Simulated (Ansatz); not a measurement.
## Geometry relaxation of Ca8Cu2Ti6O24 (part 3 of 3)

Continued. System: Ca8Cu2Ti6O24 (defect cell, 40 atoms in the cell). Method: DFT, PBEsol, PAW, plane waves (Ansatz 0.2.0); cutoff 420 eV, 1×1×1 k-mesh, Fermi–Dirac smearing of 0.01 eV. 

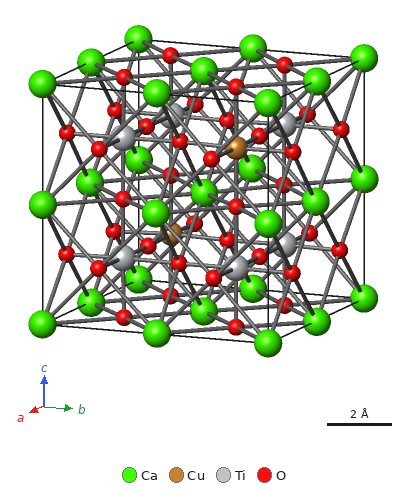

Figure 1. The structure as given in the input (ball-and-stick view of the cell of the calculation, seen slightly off an axis).

Log, continued:
```
--- Forces (eV/Å), atoms counted from 1 ---
  atom   1  Ca     0.00016010    -0.00117076    -0.00823030
  atom   2  Ca     0.00181203     0.00262365     0.00251552
  atom   3  Ca     0.00111648    -0.00192111    -0.00143628
  atom   4  Ca     0.00406090    -0.00280602     0.00171442
  atom   5  Ca    -0.00475543     0.00096829    -0.00209639
  atom   6  Ca     0.00034861     0.00248259     0.00227607
  atom   7  Ca    -0.00247202    -0.00198918    -0.00168693
  atom   8  Ca     0.00156519     0.00171425     0.00714930
  atom   9  Cu    -0.00208688     0.00007117     0.00196969
  atom  10  Cu     0.00160470     0.00131327    -0.00044570
  atom  11  Ti     0.00190245    -0.00162156    -0.00335338
  atom  12  Ti     0.00050657    -0.00180861     0.00182728
  atom  13  Ti    -0.00023076    -0.00036645    -0.00051438
  atom  14  Ti    -0.00098317     0.00256269    -0.00041944
  atom  15  Ti     0.00303090    -0.00121542     0.00127648
  atom  16  Ti    -0.00185220    -0.00076190    -0.00159806
  atom  17  O      0.00328473    -0.00089862    -0.00697739
  atom  18  O     -0.00436091     0.00221704     0.00863335
  atom  19  O     -0.00092960     0.00390156     0.00538869
  atom  20  O      0.00298603    -0.00379919    -0.00820227
  atom  21  O     -0.00202158     0.00016964    -0.00502284
  atom  22  O     -0.00215038    -0.00269775     0.00413761
  atom  23  O     -0.00161884    -0.00076701    -0.00630075
  atom  24  O      0.00021919    -0.00332170     0.00875710
  atom  25  O      0.00863881     0.00049403    -0.00126453
  atom  26  O     -0.00567232     0.00257028    -0.00045601
  atom  27  O     -0.01226127    -0.00120308    -0.00044191
  atom  28  O      0.00429261     0.00000640     0.00308739
  atom  29  O     -0.00399777    -0.00148446     0.00047532
  atom  30  O      0.00240241    -0.00007766    -0.00090091
  atom  31  O      0.01207290     0.00428874     0.00195160
  atom  32  O     -0.00489704     0.00288385    -0.00211605
  atom  33  O      0.00106666     0.00301511     0.00193764
  atom  34  O     -0.00314821     0.00315595     0.00344187
  atom  35  O     -0.00216416    -0.00478227    -0.00396605
  atom  36  O      0.00299322    -0.00280909    -0.00078677
  atom  37  O      0.00100341    -0.01378290     0.00200869
  atom  38  O      0.00619486     0.00742253    -0.00095969
  atom  39  O      0.00033044     0.01568679    -0.00172114
  atom  40  O     -0.00599854    -0.00826262     0.00034876
  max |Σ_I F_I| component: 7.90e-6 eV/Å
--- Band table (eV) ---
  k-point 0 ↑: bands = ["-104.6260", "-104.6160", "-62.2530", "-62.2460", "-62.0823", "-62.0471", "-61.9417", "-61.9403", "-47.4690", "-47.4576", "-47.2807", "-47.2610", "-47.2320", "-47.2162", "-29.0232", "-29.0201", "-29.0174", "-29.0096", "-28.9978", "-28.9946", "-28.9878", "-28.9846", "-23.8933", "-23.8841", "-23.8717", "-23.8569", "-23.8420", "-23.8192", "-23.7133", "-23.6991", "-23.6883", "-23.6789", "-23.6647", "-23.6572", "-23.6411", "-23.6369", "-23.6326", "-23.6248", "-23.6104", "-23.6002",
      "-10.5756", "-10.5560", "-10.5335", "-10.4888", "-10.4530", "-10.4368", "-10.4292", "-10.3803", "-10.3693", "-10.3627", "-10.3466", "-10.3227", "-10.2905", "-10.2380", "-10.2106", "-10.2049", "-10.1883", "-10.1804", "-10.1712", "-10.1610", "-10.1573", "-10.1488", "-10.1453", "-10.1211", "-8.3030", "-7.8409", "-7.7727", "-7.7397", "-7.7023", "-7.6485", "-7.6098", "-7.4824", "-7.4655", "-7.4146", "-7.3733", "-7.3538", "-7.3238", "-7.3158", "-7.2293", "-7.1942",
      "-7.1791", "-7.1602", "-7.1395", "-7.0917", "-7.0482", "-7.0112", "-6.9904", "-6.9610", "3.5551", "3.5891", "3.7402", "3.7811", "3.9334", "3.9457", "4.2903", "4.3482", "4.4030", "4.4606", "4.5896", "4.6721", "4.6989", "4.7287", "4.7529", "4.8126", "4.8280", "4.8689", "4.9989", "5.0494", "5.0891", "5.1333", "5.1644", "5.2060", "5.2510", "5.2580", "5.3698", "5.4304", "5.4819", "5.5614", "5.7594", "5.8122",
      "5.8466", "5.8573", "5.8858", "5.9615", "6.0138", "6.0536", "6.2085", "6.2812", "6.3973", "6.4510", "6.4930", "6.5801", "6.6301", "6.6488", "6.7963", "6.8863", "7.1387", "7.1844", "7.2063", "7.2447", "7.3260", "7.3529", "7.3833", "7.4562", "7.4861", "7.5038", "7.5575", "7.6080", "7.6604", "7.7159", "7.7636", "7.8189", "7.8681", "7.8778", "7.9219", "7.9643", "7.9984", "8.0275", "8.0549", "8.0768",
      "8.2248", "8.2623", "8.2967", "8.3022", "8.3115", "8.3516", "8.8365", "8.8590", "8.9432", "8.9674", "11.5784", "11.6033", "11.6638", "11.7107", "11.8066", "11.8345", "12.2036", "12.2294", "12.2732", "12.3657", "12.4147", "12.5319", "12.5774", "12.5871", "12.6583", "12.7254", "12.7440", "12.7633", "14.0219", "14.1105", "14.1668", "14.3312", "14.5197", "14.5696", "14.8680", "15.3208", "15.3531", "15.4784", "15.5157", "15.6082",
      "15.6536", "15.7421", "15.7862", "15.8112", "15.8806", "15.9406", "16.0004", "16.0241", "16.0507"]
  k-point 0 ↓: bands = ["-104.0958", "-104.0603", "-61.9582", "-61.9433", "-61.5263", "-61.4485", "-61.2376", "-61.2262", "-47.4657", "-47.4533", "-47.2742", "-47.2557", "-47.2193", "-47.2032", "-29.0241", "-29.0212", "-29.0182", "-29.0102", "-28.9987", "-28.9956", "-28.9889", "-28.9857", "-23.8882", "-23.8803", "-23.8680", "-23.8542", "-23.8384", "-23.8150", "-23.7005", "-23.6960", "-23.6773", "-23.6715", "-23.6573", "-23.6355", "-23.6329", "-23.6263", "-23.6195", "-23.6143", "-23.6009", "-23.5898",
      "-10.5702", "-10.5476", "-10.5217", "-10.4836", "-10.4480", "-10.4320", "-10.4237", "-10.3778", "-10.3653", "-10.3580", "-10.3420", "-10.3196", "-10.2878", "-10.2371", "-10.2094", "-10.2035", "-10.1868", "-10.1804", "-10.1712", "-10.1613", "-10.1575", "-10.1486", "-10.1458", "-10.1216", "-8.2481", "-7.7951", "-7.7268", "-7.7063", "-7.6799", "-7.5986", "-7.5322", "-7.4637", "-7.4426", "-7.3645", "-7.2990", "-7.2488", "-7.2333", "-7.2012", "-7.1535", "-7.1313",
      "-7.1069", "-7.0571", "-7.0360", "-7.0227", "-6.9504", "-6.9384", "-6.8743", "-6.7455", "3.6793", "3.7030", "4.0122", "4.0702", "4.3712", "4.4166", "4.4553", "4.5097", "4.5236", "4.5845", "4.6966", "4.7166", "4.7434", "4.7923", "4.8089", "4.8686", "4.8865", "4.9193", "5.0783", "5.1221", "5.1803", "5.2382", "5.2848", "5.3349", "5.3908", "5.4080", "5.5037", "5.5337", "5.5910", "5.6810", "5.7936", "5.8437",
      "5.8981", "5.9108", "5.9598", "5.9969", "6.0488", "6.0936", "6.2526", "6.3442", "6.5053", "6.5252", "6.5865", "6.6339", "6.7040", "6.7567", "6.8752", "6.9520", "7.2089", "7.2501", "7.2863", "7.3116", "7.4054", "7.4370", "7.4627", "7.5355", "7.5689", "7.6045", "7.6517", "7.6932", "7.7737", "7.7931", "7.8417", "7.9137", "7.9456", "7.9686", "7.9969", "8.0237", "8.0753", "8.0953", "8.1335", "8.1799",
      "8.2694", "8.3078", "8.3763", "8.3870", "8.4057", "8.4239", "9.1776", "9.1986", "9.4295", "9.4507", "11.5888", "11.6149", "11.6780", "11.7229", "11.8274", "11.8564", "12.2218", "12.2423", "12.2902", "12.3822", "12.4302", "12.5563", "12.5884", "12.6003", "12.6784", "12.7354", "12.7584", "12.7771", "14.0275", "14.1234", "14.1774", "14.3493", "14.5520", "14.6022", "14.9052", "15.3244", "15.3779", "15.4858", "15.5327", "15.6423",
      "15.6652", "15.7473", "15.8072", "15.8235", "15.8974", "15.9556", "16.0071", "16.0321", "16.0657"]
--- Relaxed structure (15 steps of the walk, 13 accepted, 0 SCFs on fresh bases) ---
  F+E_penalty+E_count = -55879.94492710 eV   max|allowed force component| = 1.569e-2 eV/Å
  atoms:
    - { symbol: Ca, position: [0.00434541202251134, -0.02256327813958127, 0.013842716238326844] }
    - { symbol: Ca, position: [-0.007877903551401716, -0.01842113967599054, 0.5264921324180422] }
    - { symbol: Ca, position: [1.0099395172493169, 0.48252410951742436, 0.02232247102242673] }
    - { symbol: Ca, position: [0.9991933179064358, 0.4765764647928802, 0.5137310730233159] }
    - { symbol: Ca, position: [0.5010108190645836, 0.025262159917325687, 0.9854809112588582] }
    - { symbol: Ca, position: [0.48992266311551513, 1.0192154558605562, 0.47738669921303134] }
    - { symbol: Ca, position: [0.5066385110156096, 0.5203517062331995, 0.9719133715767673] }
    - { symbol: Ca, position: [0.4961129451027996, 0.5258148618454372, 0.485680769985571] }
    - { symbol: Cu, position: [0.2500446017333862, 0.25108666566254867, 0.2498040671245915] }
    - { symbol: Cu, position: [0.7497691646958778, 0.7512318547992598, 0.7494611167648669] }
    - { symbol: Ti, position: [0.24969252072870346, 0.25103790930596015, 0.7497076378598435] }
    - { symbol: Ti, position: [0.24970318351346088, 0.7511604386005675, 0.24971366087953514] }
    - { symbol: Ti, position: [0.2494742516927052, 0.7510047068383175, 0.749436560261916] }
    - { symbol: Ti, position: [0.7494204949106764, 0.2508431347560769, 0.2496892411568471] }
    - { symbol: Ti, position: [0.749874379205636, 0.25107285754340225, 0.7493665514416703] }
    - { symbol: Ti, position: [0.7500722277699777, 0.7501601456635512, 0.24824731752040838] }
    - { symbol: O, position: [0.2918063532981932, 0.2954153803819432, 0.997769060627036] }
    - { symbol: O, position: [0.20816138882847715, 0.20637191910935296, 0.5017015172491973] }
    - { symbol: O, position: [0.2136406118975248, 0.7121472378956024, 0.9985770955732107] }
    - { symbol: O, position: [0.2865756618470272, 0.7898914148554874, 0.5005503897737703] }
    - { symbol: O, position: [0.7131521224238078, 0.28715362892478546, 0.0037011125735324875] }
    - { symbol: O, position: [0.7872940530443465, 0.21570399062323461, 0.4966305671530953] }
    - { symbol: O, position: [0.792601190312119, 0.7113851841720239, -0.004640214371478136] }
    - { symbol: O, position: [0.7075658994984749, 0.7921933438468197, 0.5048515051482839] }
    - { symbol: O, position: [0.004967324247508434, 0.2246331195831075, 0.19899810214463515] }
    - { symbol: O, position: [1.0001720883970258, 0.29810890236911686, 0.7765670131671224] }
    - { symbol: O, position: [0.9979683776374174, 0.7951335280567003, 0.276324524265751] }
    - { symbol: O, position: [1.0009470811468077, 0.7200226337686817, 0.6992640580540351] }
    - { symbol: O, position: [0.495358133454206, 0.277845710907045, 0.30093402292096055] }
    - { symbol: O, position: [0.5000487286760571, 0.20431478156601787, 0.7233812881408633] }
    - { symbol: O, position: [0.5026215494293335, 0.7072281900205453, 0.22248399156094914] }
    - { symbol: O, position: [0.4989694703287971, 0.782202103767633, 0.7999056582924269] }
    - { symbol: O, position: [0.2907904729970754, 0.9949647451840479, 0.20528413249028654] }
    - { symbol: O, position: [0.2119935303687251, 0.0010527145740031206, 0.7877496359914161] }
    - { symbol: O, position: [0.20971211816591748, 0.5072890280290707, 0.29410382071562097] }
    - { symbol: O, position: [0.2879632683067135, 0.5010697031880493, 0.7113553556196001] }
    - { symbol: O, position: [0.713595314541735, 0.0009828706223164398, 0.21488267201466332] }
    - { symbol: O, position: [0.795787196187602, 0.007747952620084692, 0.7910560639537006] }
    - { symbol: O, position: [0.7866471518611269, 0.50173279217463, 0.28575883794663276] }
    - { symbol: O, position: [0.7039168069281844, 0.49497707023876375, 0.7092174912486685] }
--- Löwdin populations: 40 sites ---
  site symbol       q [e]    m [muB]
     0     Ca      8.3028    -0.0010
     1     Ca      8.3031    -0.0009
     2     Ca      8.3027    -0.0007
     3     Ca      8.3034    -0.0011
     4     Ca      8.3034    -0.0011
     5     Ca      8.3030    -0.0007
     6     Ca      8.3030    -0.0010
     7     Ca      8.3030    -0.0010
     8     Cu     17.6278     0.3507
     9     Cu     17.6261     0.3343
    10     Ti     10.8028     0.0015
    11     Ti     10.8050     0.0075
    12     Ti     10.8016     0.0037
    13     Ti     10.7965     0.0039
    14     Ti     10.8045     0.0071
    15     Ti     10.7972     0.0052
    16      O      6.8820     0.1218
    17      O      6.8807     0.1221
    18      O      6.8429     0.0172
    19      O      6.8428     0.0178
    20      O      6.8247    -0.0039
    21      O      6.8253    -0.0027
    22      O      6.8569     0.0019
    23      O      6.8641    -0.0026
    24      O      6.8675     0.0006
    25      O      6.8471     0.0211
    26      O      6.8363     0.0047
    27      O      6.8837     0.1061
    28      O      6.8641     0.0013
    29      O      6.8466     0.0203
    30      O      6.8358     0.0056
    31      O      6.8857     0.1074
    32      O      6.8893     0.1869
    33      O      6.8428     0.0091
    34      O      6.8889     0.1862
    35      O      6.8443     0.0088
    36      O      6.8260    -0.0050
    37      O      6.8886     0.1879
    38      O      6.8270    -0.0036
    39      O      6.8899     0.1889
  spilling = 0.008776 (of n_electrons = 334.000000)
```

Results in brief:

| quantity | value |
| --- | --- |
| outcome | converged |
| electrons treated | 334 |
| free energy | −55879.9449 eV |
| Fermi energy | 8.901 eV |
| net moment of the cell | 2.00 μB |
| largest force (length of the vector) at the end | 0.016 eV/Å |
| hardware | 8 threads of Intel Xeon, 16 GiB of memory available, shared host |
| wall time | 99 s (CPU time 12 min) |
| peak memory | 1.5 GiB |

The k-point mesh is coarse for a cell of this size, so the results may not be converged.
